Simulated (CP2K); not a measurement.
# CH4AlClO (SMILES [OH][AlH][CH2]Cl): GFN0-xTB

Aim: the energy change on altering one bond length of CH4AlClO at GFN0-xTB, from 2 runs. 

The calculation is run with CP2K 2026.2.

2 further runs of the same task are left out: 2 set aside as unsound or not needed.

### 1 The system as given

The species is CH4AlClO (8 atoms), meant as a singlet with charge 0. SMILES: `[OH][AlH][CH2]Cl`. Geometry: a rough force-field guess. This is one conformer, not always the lowest.

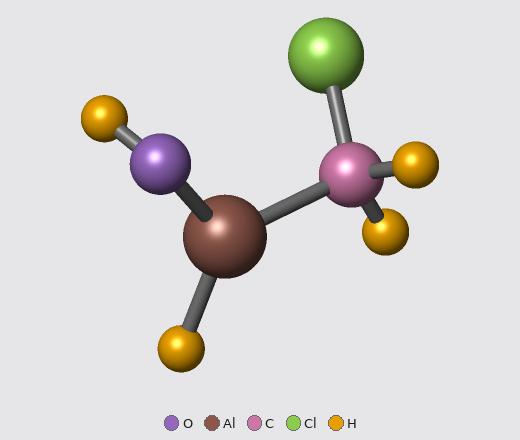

Viewed from a chosen angle; oxygen purple, aluminium brown, carbon pink, chlorine green, hydrogen amber.

### 2 A single-point energy at GFN0-xTB

molecule.xyz reads:

```xyz
8

O     -0.077800     1.716100    -1.251600
Al    -0.063200     0.821200     0.311200
C      0.405600    -1.101800     0.286300
Cl    -0.646300    -1.995000    -0.705300
H     -1.054100     1.634300    -1.599800
H     -0.413600     1.565000     1.688500
H      1.485600    -1.216600    -0.115400
H      0.455700    -1.480200     1.330400
```

job.inp reads:

```
&GLOBAL
    PROJECT_NAME job
    RUN_TYPE ENERGY
    PRINT_LEVEL MEDIUM
&END

&FORCE_EVAL
    METHOD QS
    &DFT
        &QS
            METHOD XTB
            EPS_DEFAULT 1.0E-10
            &XTB
                GFN_TYPE 0
                CHECK_ATOMIC_CHARGES F
            &END
        &END
        &POISSON
            PERIODIC NONE
            POISSON_SOLVER ANALYTIC
        &END
        # SCF settings
        &SCF
            SCF_GUESS ATOMIC
            EPS_SCF 1.0E-07
            MAX_SCF 150
            ADDED_MOS 2
            &DIAGONALIZATION
                ALGORITHM STANDARD
            &END
            &MIXING
                METHOD DIRECT_P_MIXING
                ALPHA 0.4
            &END
            &SMEAR ON
                METHOD FERMI_DIRAC
                ELECTRONIC_TEMPERATURE [K] 300
            &END
        &END
        &PRINT
            &MOMENTS
                PERIODIC F
                REFERENCE COM
                MAX_MOMENT 1
            &END
            &MO ON
                ENERGIES T
                OCCUPATION_NUMBERS T
                NDIGITS 6
                &EACH
                    QS_SCF 0
                &END
                ADD_LAST NUMERIC
            &END
            &HIRSHFELD OFF
            &END
        &END
    &END
    &SUBSYS
        &CELL
            ABC 14.5 15.7 15.3
            PERIODIC NONE
        &END
        &TOPOLOGY
            COORD_FILE_NAME molecule.xyz
            COORD_FILE_FORMAT XYZ
            &CENTER_COORDINATES
            &END
        &END
    &END
&END
```

Command:

```sh
$ OMP_NUM_THREADS=1 cp2k.psmp job.inp > job.out
```

Log:

```text
CP2K| version string:                                       CP2K version 2026.2
[...]
 GLOBAL| Method name                                                        CP2K
[...]
 GLOBAL| Run type                                                         ENERGY
[...]
                             - Atoms:                                          8
[...]
                             - Spherical basis functions:                     34
[...]
 Number of electrons:                                                         24
[...]
  Fermi energy:                                                -0.29782361687550
[...]
 TB_DIPOLE| Moment [Debye]          0.31023602       1.32134832       1.87642646
 TB_DIPOLE| Derivative [a.u.]       0.00000000       0.00000000       0.00000000
[...]
 ENERGY| Total FORCE_EVAL ( QS ) energy [hartree]            -13.165443294014086
[...]
```

Run time: 1.1 s. Hardware: 1 thread of AMD EPYC 7R43 (Zen 3), shared host; peak memory 0.18 GiB.

### 3 The distorted shape, same level

molecule.xyz reads:

```xyz
8

O     -0.080720     1.895063    -1.564130
Al    -0.063200     0.821200     0.311200
C      0.405600    -1.101800     0.286300
Cl    -0.646300    -1.995000    -0.705300
H     -1.057020     1.813263    -1.912330
H     -0.413600     1.565000     1.688500
H      1.485600    -1.216600    -0.115400
H      0.455700    -1.480200     1.330400
```

molecule.inp reads:

```
&GLOBAL
  PROJECT_NAME molecule
  RUN_TYPE ENERGY
  PRINT_LEVEL MEDIUM
&END GLOBAL

&FORCE_EVAL
  METHOD QS
  &DFT
    &QS
      METHOD XTB
      EPS_DEFAULT 1.0E-10
      &XTB
        GFN_TYPE 0
        CHECK_ATOMIC_CHARGES F
      &END XTB
    &END QS
    &POISSON
      PERIODIC NONE
      POISSON_SOLVER ANALYTIC
    &END POISSON
    &SCF
      SCF_GUESS ATOMIC
      EPS_SCF 1.0E-07
      MAX_SCF 150
      ADDED_MOS 2
      &DIAGONALIZATION
        ALGORITHM STANDARD
      &END DIAGONALIZATION
      &MIXING
        METHOD DIRECT_P_MIXING
        ALPHA 0.4
      &END MIXING
      &SMEAR ON
        METHOD FERMI_DIRAC
        ELECTRONIC_TEMPERATURE [K] 300
      &END SMEAR
    &END SCF
    &PRINT
      &MOMENTS
        PERIODIC F
        REFERENCE COM
        MAX_MOMENT 1
      &END MOMENTS
      &MO ON
        ENERGIES T
        OCCUPATION_NUMBERS T
        NDIGITS 6
        &EACH
          QS_SCF 0
        &END EACH
        ADD_LAST NUMERIC
      &END MO
      &HIRSHFELD OFF
      &END HIRSHFELD
    &END PRINT
  &END DFT
  &SUBSYS
    &CELL
      ABC 14.5 15.9 15.6
      PERIODIC NONE
    &END CELL
    &TOPOLOGY
      COORD_FILE_NAME molecule.xyz
      COORD_FILE_FORMAT XYZ
      &CENTER_COORDINATES
      &END CENTER_COORDINATES
    &END TOPOLOGY
  &END SUBSYS
&END FORCE_EVAL
```

Command:

```sh
$ OMP_NUM_THREADS=1 cp2k.psmp molecule.inp > molecule.out
```

Log:

```text
CP2K| version string:                                       CP2K version 2026.2
[...]
 GLOBAL| Method name                                                        CP2K
[...]
 GLOBAL| Run type                                                         ENERGY
[...]
                             - Atoms:                                          8
[...]
                             - Spherical basis functions:                     34
[...]
 Number of electrons:                                                         24
[...]
  Fermi energy:                                                -0.32375314725184
[...]
 TB_DIPOLE| Moment [Debye]          0.52801127      -0.72449481       3.96773452
 TB_DIPOLE| Derivative [a.u.]       0.00000000       0.00000000       0.00000000
[...]
 ENERGY| Total FORCE_EVAL ( QS ) energy [hartree]            -13.150938219097114
[...]
```

Run time: 1.1 s. Hardware: 1 thread of AMD EPYC 7R43 (Zen 3), shared host; peak memory 0.18 GiB.

### 4 Summary of results

Level: GFN0-xTB.

| quantity | value |
| --- | --- |
| first shape: total energy | -13.16544 Eh |
| first shape: dipole moment (from atomic charges alone) | 2.32 D |
| first shape: HOMO energy | -10.78 eV |
| first shape: LUMO energy | -7.21 eV |
| first shape: HOMO–LUMO gap | 3.57 eV |
| first shape: dispersion energy | -4.33 kJ/mol |
| distorted shape: total energy | -13.15094 Eh |
| distorted shape: dipole moment (from atomic charges alone) | 4.07 D |
| distorted shape: HOMO energy | -10.85 eV |
| distorted shape: LUMO energy | -7.91 eV |
| distorted shape: HOMO–LUMO gap | 2.94 eV |
| distorted shape: dispersion energy | -4.20 kJ/mol |
| energy change with the O1–Al2 bond stretched from 1.801 to 2.161 Å | 0.395 eV |

What this shows: With the O1–Al2 bond stretched from 1.801 to 2.161 Å the energy rises by 0.39 eV (9.1 kcal/mol). The first shape isn't relaxed at this level, so the change isn't measured from a minimum. The dipole (first shape) comes from point charges on the atoms alone, without atomic dipoles, so it is partial. The dipole (distorted shape) comes from point charges on the atoms alone, without atomic dipoles, so it is partial.
